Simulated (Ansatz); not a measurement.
Input file:

```
crystal:
  periodic: [false, false, false]
  atoms:
    - {symbol: C, position_ang: [-0.824155, -0.175218, 1.395612]}
    - {symbol: S, position_ang: [0.795540, -0.892116, 1.791633]}
    - {symbol: Si, position_ang: [1.747752, -1.819762, 0.119330]}
    - {symbol: S, position_ang: [0.971802, -0.946971, -1.669508]}
    - {symbol: C, position_ang: [0.301107, 0.722161, -1.427961]}
    - {symbol: H, position_ang: [-1.467580, -0.381787, 2.250684]}
    - {symbol: H, position_ang: [-1.242475, -0.647671, 0.509351]}
    - {symbol: H, position_ang: [-0.754757, 0.901665, 1.252903]}
    - {symbol: H, position_ang: [0.589773, 1.298136, -2.307017]}
    - {symbol: H, position_ang: [-0.784716, 0.704144, -1.353668]}
    - {symbol: H, position_ang: [0.733008, 1.180619, -0.540860]}
basis:
  gaussian: {orbitals: def2-TZVPP}
hamiltonian: {xc: pbe0, dispersion: d4}
output: {orbitals: {seedname: orbitals}}
```

Launched as:

```sh
ansatz run in.yaml --threads 2 --pin off --events-out ev --progress --plain --max-ram 32768MiB --backend cpu
```

Geometry: PBE0-D4/def2-TZVP.

Level of theory: RKS PBE0-D4/def2-TZVPP (Ansatz).

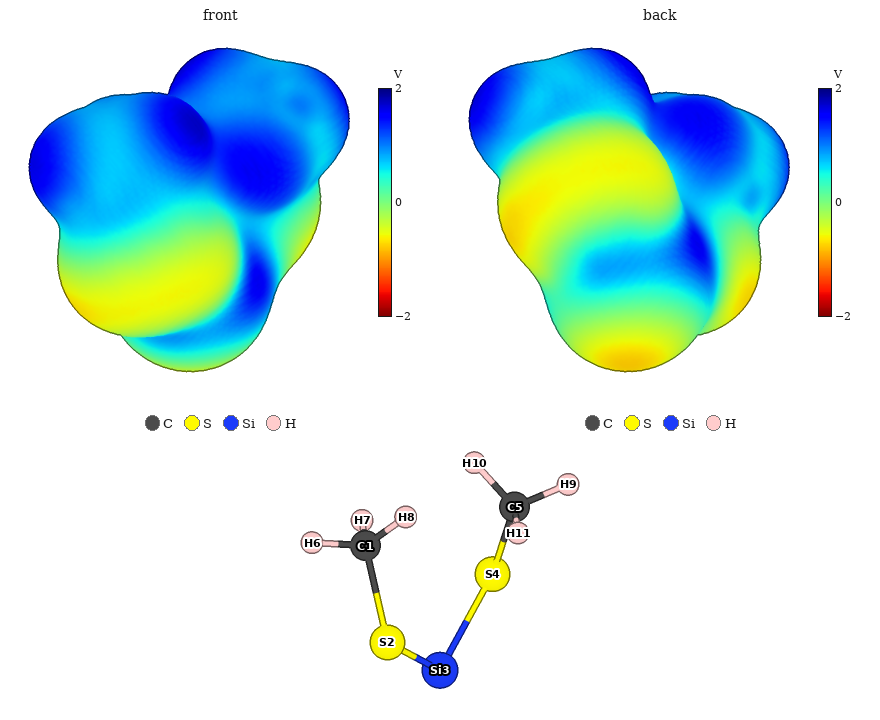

C2H6S2Si (SMILES CS[Si]SC). The electrostatic potential painted on the density surface at 0.004 e/bohr³, seen from the front and from behind; red is negative and blue positive. The bare structure is drawn below in the same view.

Question: Which sites attract a positive test charge, and which a negative one?

Answer: A positive charge is drawn to the negative regions and a negative charge to the positive ones. The most negative region (about −0.7 V) lies over S2, Si3 and S4, the most positive (about +1.7 V) over H8, H9 and H10.
